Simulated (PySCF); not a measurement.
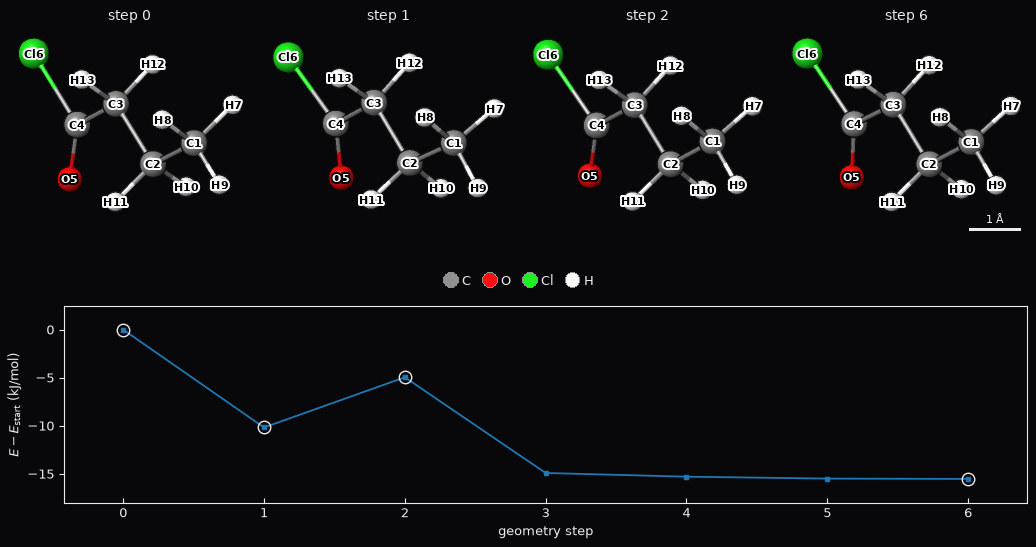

Frames of a relaxation of C₄H₇ClO, marked on the history of the run. Style: ball-and-stick. Shown from a free direction.

The start comes from GFN2-xTB. Its atoms were then displaced at random by about 0.01 Å.

Computed with PBE0-D3(BJ)/def2-TZVP geometry optimisation, gas phase in PySCF. 

> Describe the path.

The largest move after the best rigid fit is that of O5, 0.13 Å. Largest moves by element: O 0.13 Å, Cl 0.08 Å, H 0.06 Å, C 0.05 Å. Among the contacts that change: C3–C4 1.438 → 1.496 Å, C1–H9 1.048 → 1.091 Å, C4–O5 1.204 → 1.179 Å, C1–C2 1.543 → 1.518 Å. Bond angles that change, for instance: C4–C3–H12 110.1° → 106.6°, C3–C4–O5 131.2° → 127.9°, O5–C4–Cl6 117.2° → 120.3°. Over 6 geometry steps the energy falls by 15.5 kJ/mol. Cost: 2.7 min on 1 thread of AMD EPYC 9R14, with other jobs on the host. From step 0 to 1: O5 moves most (0.25 Å), energy −10.2 kJ/mol. From step 1 to 2: O5 moves most (0.27 Å), energy +5.22 kJ/mol. From step 2 to 6: O5 moves most (0.14 Å), energy −10.6 kJ/mol.

```tsv
step	E − E(0), kJ/mol
0	0.00
1	-10.18
2	-4.96
3	-14.91
4	-15.29
5	-15.49
6	-15.53
```
